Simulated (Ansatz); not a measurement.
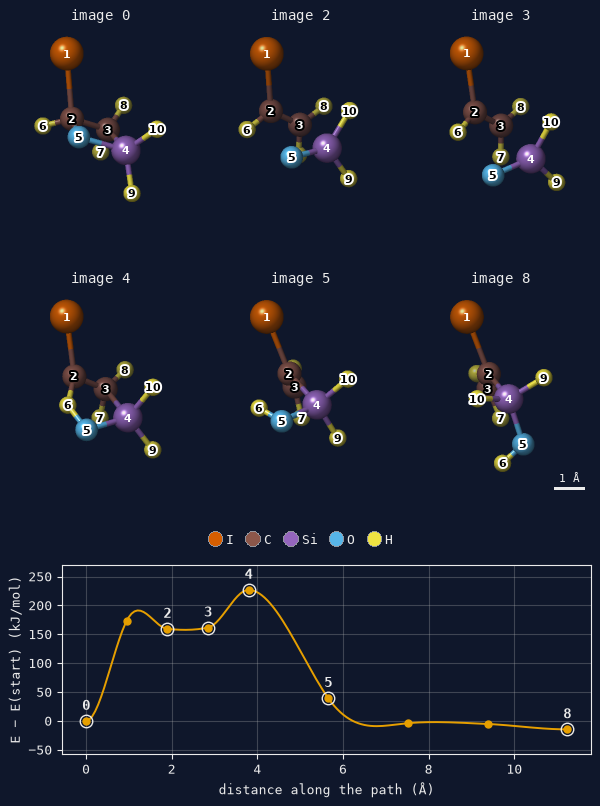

A nudged-elastic-band calculation for C₂H₅IOSi. Images are numbered from 0 (start) to 8 (end). The picture is a ball-and-stick view, seen from a free direction.

The calculation used Ansatz 0.2.0, RKS PBE/def2-SVP. Run with 7 movable images; climbing image; force threshold 0.05 eV/Å; iteration limit 60; starting path through a guess of the saddle point.

What happens along the path, and what is the barrier?

The path has more than one stage, and so few images may leave a stage unresolved. Breaking: C2–H6 (1.11 → 1.38 at the top → 3.29 Å), C2–O5 (1.40 → 2.46 at the top → 2.93 Å), C3–Si4 (1.90 → 2.10 at the top → 2.88 Å). Forming: C2–Si4 (2.29 → 2.49 at the top → 1.89 Å), O5–H6 (2.09 → 1.24 at the top → 0.97 Å). Forward barrier 227.0 kJ/mol, backward barrier 241.5 kJ/mol, with image 4 at the top; the reaction energy is −14.5 kJ/mol. The band converged in 56 iterations. The largest component of the band force went from 34 to 0.04 eV/Å. The climbing image converged on the top of the path. Its vibrational analysis gives one imaginary mode (1025i cm⁻¹), as a transition state must have.

The run took 16 min on 2 threads of Intel(R) Xeon(R) Platinum 8259CL CPU @ 2.50GHz (Skylake/Cascade Lake), with other jobs on the host, peak memory 0.18 GiB.
